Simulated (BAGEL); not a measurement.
# singlet C2H6B− at 5 levels

Wanted: a comparison of 5 runs (HF/def2-SVPD, B3LYP/6-31G*, B3LYP/def2-SVPD, PBE0/def2-SVPD, RI-MP2/def2-SVPD) of singlet C2H6B−. 

Program for the calculation: BAGEL 1.2.2.

## Step 1: The molecule

C2H6B−: 9 atoms, total charge -1, spin state singlet. As SMILES of the parent species, `[BH]CC`. The shape is that of a PBE0-D4/def2-TZVP optimisation. This is one conformer, not always the lowest. That shape belongs to the parent species and isn't relaxed for this state.

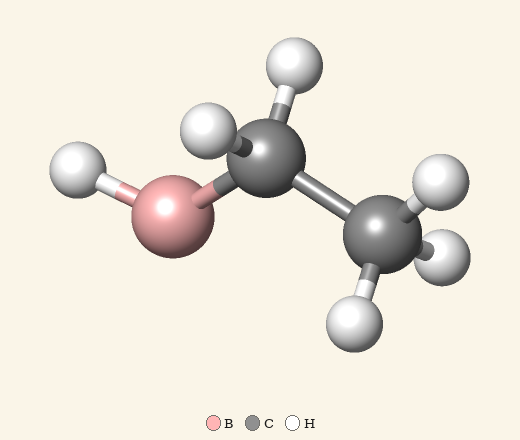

Viewed from a chosen angle; boron pink, carbon grey, hydrogen white.

## Step 2: A single-point energy at HF/def2-SVPD (density fitting with qzvpp-jkfit) (run 1)

Input file input.json:

```json
{ "bagel" : [

{
  "title" : "molecule",
  "basis" : "def2-svpd.json",
  "df_basis" : "qzvpp-jkfit",
  "angstrom" : true,
  "geometry" : [
    { "atom" : "B", "xyz" : [   -1.415300,    0.517300,   -0.623600 ] },
    { "atom" : "C", "xyz" : [    0.077500,    0.346900,   -0.300600 ] },
    { "atom" : "C", "xyz" : [    0.504700,   -0.731500,    0.688600 ] },
    { "atom" : "H", "xyz" : [   -1.915600,    1.307200,   -1.370300 ] },
    { "atom" : "H", "xyz" : [    0.580700,    0.211000,   -1.273200 ] },
    { "atom" : "H", "xyz" : [    0.428600,    1.341200,    0.024500 ] },
    { "atom" : "H", "xyz" : [    1.588300,   -0.746200,    0.828800 ] },
    { "atom" : "H", "xyz" : [    0.197300,   -1.721000,    0.344100 ] },
    { "atom" : "H", "xyz" : [    0.042200,   -0.571000,    1.664600 ] }
  ]
},
{ "title" : "hf", "charge" : -1 },
{ "title" : "print", "file" : "orbitals.molden", "orbitals" : true }

]}
```

The basis set def2-SVPD is read from a file made from the Basis Set Exchange's data (not shown).

Started as:

```bash
$ BAGEL_NUM_THREADS=1 BAGEL input.json > input.out
```

Standard output:

```text
* using 1 threads per process

  ===============================================================
  ===============================================================

  *** Geometry ***

  { "atom" : "B", "xyz" : [     -2.674529,      0.977555,     -1.178433 ] },
  { "atom" : "C", "xyz" : [      0.146454,      0.655546,     -0.568052 ] },
  { "atom" : "C", "xyz" : [      0.953745,     -1.382335,      1.301265 ] },
  { "atom" : "H", "xyz" : [     -3.619959,      2.470250,     -2.589492 ] },
  { "atom" : "H", "xyz" : [      1.097364,      0.398732,     -2.405999 ] },
  { "atom" : "H", "xyz" : [      0.809937,      2.534501,      0.046298 ] },
  { "atom" : "H", "xyz" : [      3.001452,     -1.410114,      1.566205 ] },
  { "atom" : "H", "xyz" : [      0.372843,     -3.252219,      0.650255 ] },
  { "atom" : "H", "xyz" : [      0.079746,     -1.079034,      3.145638 ] },

  Number of auxiliary basis functions:      333

  Since a DF basis is specified, we compute 2- and 3-index integrals:
    o Being stored without compression. Storage requirement is 0.031 GB

  Number of basis functions:      108
  Number of electrons      :       23

    * METHOD: MOLECULE                             0.09

  *** RHF ***

  === Nuclear Repulsion ===
    63.1540652359

      * DIIS with orbital gradients will be used.

  === RHF iteration (def2-svpd.json) ===
      0       -103.47269322          0.01962524           0.02
      1       -103.64613948          0.01198138           0.02
      2       -103.69882700          0.00182599           0.02
      3       -103.70247318          0.00040826           0.02
      4       -103.70282303          0.00017445           0.02
      5       -103.70293096          0.00007767           0.02
      6       -103.70296012          0.00003054           0.02
      7       -103.70296534          0.00001122           0.02
      8       -103.70296584          0.00000366           0.02
      9       -103.70296587          0.00000138           0.02
     10       -103.70296587          0.00000056           0.02
     11       -103.70296587          0.00000020           0.02
     12       -103.70296587          0.00000009           0.02
     13       -103.70296587          0.00000003           0.02
     14       -103.70296587          0.00000001           0.02
     15       -103.70296587          0.00000000           0.02
    * SCF iteration converged.

    * Permanent dipole moment:
           (   -3.048184,    -0.052485,    -0.310483) a.u.

    * METHOD: HF                                   0.38

    * METHOD: PRINT                                0.02

  ===============================================================
```

It took 0.66 s on 1 thread of AMD EPYC 9R45 (Zen 5), shared host; peak memory 0.099 GiB.

## Step 3: The energy at B3LYP/6-31G(d) (density fitting with qzvpp-jkfit, spherical functions) (run 2)

Input file input.json:

```json
{ "bagel" : [

{
  "title" : "molecule",
  "basis" : "6-31gs.json",
  "df_basis" : "qzvpp-jkfit",
  "angstrom" : true,
  "geometry" : [
    { "atom" : "B", "xyz" : [      -1.415300,       0.517300,      -0.623600 ] },
    { "atom" : "C", "xyz" : [       0.077500,       0.346900,      -0.300600 ] },
    { "atom" : "C", "xyz" : [       0.504700,      -0.731500,       0.688600 ] },
    { "atom" : "H", "xyz" : [      -1.915600,       1.307200,      -1.370300 ] },
    { "atom" : "H", "xyz" : [       0.580700,       0.211000,      -1.273200 ] },
    { "atom" : "H", "xyz" : [       0.428600,       1.341200,       0.024500 ] },
    { "atom" : "H", "xyz" : [       1.588300,      -0.746200,       0.828800 ] },
    { "atom" : "H", "xyz" : [       0.197300,      -1.721000,       0.344100 ] },
    { "atom" : "H", "xyz" : [       0.042200,      -0.571000,       1.664600 ] }
  ]
},

{
  "title" : "ks",
  "xc_func" : "b3lyp",
  "charge" : -1
},

{
  "title" : "print",
  "file" : "orbitals.molden",
  "orbitals" : true
}

]}
```

The basis set 6-31G* is read from a file made from the Basis Set Exchange's data (not shown).

Started as:

```bash
$ BAGEL_NUM_THREADS=1 BAGEL input.json > input.out
```

Standard output:

```text
* using 1 threads per process

  ===============================================================
  ===============================================================

  *** Geometry ***

  { "atom" : "B", "xyz" : [     -2.674529,      0.977555,     -1.178433 ] },
  { "atom" : "C", "xyz" : [      0.146454,      0.655546,     -0.568052 ] },
  { "atom" : "C", "xyz" : [      0.953745,     -1.382335,      1.301265 ] },
  { "atom" : "H", "xyz" : [     -3.619959,      2.470250,     -2.589492 ] },
  { "atom" : "H", "xyz" : [      1.097364,      0.398732,     -2.405999 ] },
  { "atom" : "H", "xyz" : [      0.809937,      2.534501,      0.046298 ] },
  { "atom" : "H", "xyz" : [      3.001452,     -1.410114,      1.566205 ] },
  { "atom" : "H", "xyz" : [      0.372843,     -3.252219,      0.650255 ] },
  { "atom" : "H", "xyz" : [      0.079746,     -1.079034,      3.145638 ] },

  Number of auxiliary basis functions:      333

  Since a DF basis is specified, we compute 2- and 3-index integrals:
    o Being stored without compression. Storage requirement is 0.008 GB

  Number of basis functions:       54
  Number of electrons      :       23

    * METHOD: MOLECULE                             0.06

  *** Kohn-Sham DFT ***

    * Removing 16291 points whose weight is below 1.00e-10
    * Grid points: 117863

  === Nuclear Repulsion ===
    63.1540652359

       - DIIS with orbital gradients will be used.

  === KS iteration (b3lyp / 6-31gs.json) ===
      0        -83.10029243          0.17004283           0.14
      1        -81.28911242          0.15719317           0.14
      2        -85.83999779          0.19360312           0.14
      3        -99.86867849          0.07151722           0.14
      4       -100.99718978          0.08084524           0.14
      5       -104.45034257          0.01717438           0.14
      6       -104.50501057          0.00766668           0.14
      7       -104.51806919          0.00205817           0.14
      8       -104.51917019          0.00107248           0.14
      9       -104.51954047          0.00023394           0.14
     10       -104.51955371          0.00006848           0.14
     11       -104.51955474          0.00001279           0.14
     12       -104.51955478          0.00000594           0.14
     13       -104.51955479          0.00000087           0.14
     14       -104.51955479          0.00000035           0.14
     15       -104.51955479          0.00000013           0.14
     16       -104.51955479          0.00000004           0.14
     17       -104.51955479          0.00000001           0.14
     18       -104.51955479          0.00000001           0.13
    * SCF iteration converged.

    * Permanent dipole moment:
           (   -2.160153,     0.244042,    -0.465050) a.u.

    * METHOD: KS                                   2.97

    * METHOD: PRINT                                0.00

  ===============================================================
```

Run time: 3.3 s. Hardware: 1 thread of AMD EPYC 9R45 (Zen 5), shared host; peak memory 0.3 GiB.

Runs 3 to 4 aren't shown in full; the table further down has their settings and results.

## Step 4: A single-point energy at RI-MP2/def2-SVPD (density fitting with qzvpp-jkfit) (run 5)

input.json, as its differences from that of step 3:

```diff
@@ -4,3 +4,3 @@
   "title" : "molecule",
-  "basis" : "6-31gs.json",
+  "basis" : "def2-svpd.json",
   "df_basis" : "qzvpp-jkfit",
@@ -21,4 +21,3 @@
 {
-  "title" : "ks",
-  "xc_func" : "b3lyp",
+  "title" : "hf",
   "charge" : -1
@@ -27,5 +26,5 @@
 {
-  "title" : "print",
-  "file" : "orbitals.molden",
-  "orbitals" : true
+  "title" : "mp2",
+  "charge" : -1,
+  "ncore" : 3
 }
```

The basis set def2-SVPD is read from a file made from the Basis Set Exchange's data (not shown).

Started as:

```bash
$ BAGEL_NUM_THREADS=1 BAGEL input.json > input.out
```

Standard output:

```text
* using 1 threads per process

  ===============================================================
  ===============================================================

  *** Geometry ***

  { "atom" : "B", "xyz" : [     -2.674529,      0.977555,     -1.178433 ] },
  { "atom" : "C", "xyz" : [      0.146454,      0.655546,     -0.568052 ] },
  { "atom" : "C", "xyz" : [      0.953745,     -1.382335,      1.301265 ] },
[... 5 lines of this table left out ...]
  { "atom" : "H", "xyz" : [      0.079746,     -1.079034,      3.145638 ] },

  Number of auxiliary basis functions:      333

  Since a DF basis is specified, we compute 2- and 3-index integrals:
    o Being stored without compression. Storage requirement is 0.031 GB

  Number of basis functions:      108
  Number of electrons      :       23

    * METHOD: MOLECULE                             0.09

  *** RHF ***

  === Nuclear Repulsion ===
    63.1540652359

      * DIIS with orbital gradients will be used.

  === RHF iteration (def2-svpd.json) ===
      0       -103.47269322          0.01962524           0.02
      1       -103.64613948          0.01198138           0.02
      2       -103.69882700          0.00182599           0.02
[... 12 lines of this table left out ...]
     15       -103.70296587          0.00000000           0.02
    * SCF iteration converged.

    * Permanent dipole moment:
           (   -3.048184,    -0.052485,    -0.310483) a.u.

    * METHOD: HF                                   0.40

  *** RHF ***

  === Nuclear Repulsion ===
    63.1540652359

      * DIIS with orbital gradients will be used.

  === RHF iteration (def2-svpd.json) ===
      0       -103.70296587          0.00000000           0.02
    * SCF iteration converged.

    * Permanent dipole moment:
           (   -3.048184,    -0.052485,    -0.310482) a.u.

  === DF-MP2 calculation ===

    * freezing 3 orbitals
    * 3-index integral transformation done
    * assembly done

      MP2 correlation energy:   -0.4063777882      0.02

      MP2 total energy:       -104.1093436588

    * METHOD: MP2                                  0.07

  ===============================================================
```

Run time: 0.74 s. Hardware: 1 thread of AMD EPYC 9R45 (Zen 5), shared host; peak memory 0.099 GiB.

## Step 5: All runs side by side

| run | level | frozen core orbitals | energy (Eh) | HOMO energy (eV) | LUMO energy (eV) | HOMO–LUMO gap (eV) | wall time |
| --- | --- | --- | --- | --- | --- | --- | --- |
| 1 | HF/def2-SVPD (density fitting with qzvpp-jkfit) | – | -103.702966 | 0.27 | 6.67 | 6.40 | 0.66 s |
| 2 | B3LYP/6-31G* (density fitting with qzvpp-jkfit, spherical functions) | – | -104.519555 | 4.14 | 6.26 | 2.12 | 3.3 s |
| 3 | B3LYP/def2-SVPD (density fitting with qzvpp-jkfit) | – | -104.503262 | 1.94 | 4.24 | 2.29 | 6.9 s |
| 4 | PBE0/def2-SVPD (density fitting with qzvpp-jkfit) | – | -104.350010 | 1.87 | 4.45 | 2.58 | 6.3 s |
| 5 | RI-MP2/def2-SVPD (density fitting with qzvpp-jkfit) | 3 | -104.109344 | – | – | – | 0.74 s |

## Step 6: Results

| quantity | value |
| --- | --- |
| run 5: total energy | -104.10934 Eh |
| run 5: correlation energy (3 core orbitals frozen) | -406.4 mEh |

Over runs 1, 2, 3, 4 the HOMO–LUMO gap runs from 2.12 eV (B3LYP/6-31G*) to 6.40 eV (HF/def2-SVPD). The two ends differ in method and basis. The empty levels of an anion lie above zero and hang on the basis. Totals of different functionals can't be ranked against each other. In runs 1, 2, 3, 4 the HOMO lies above zero, from self-interaction, a short basis or an electron that isn't bound. All runs together took 18 s, the longest 6.9 s.
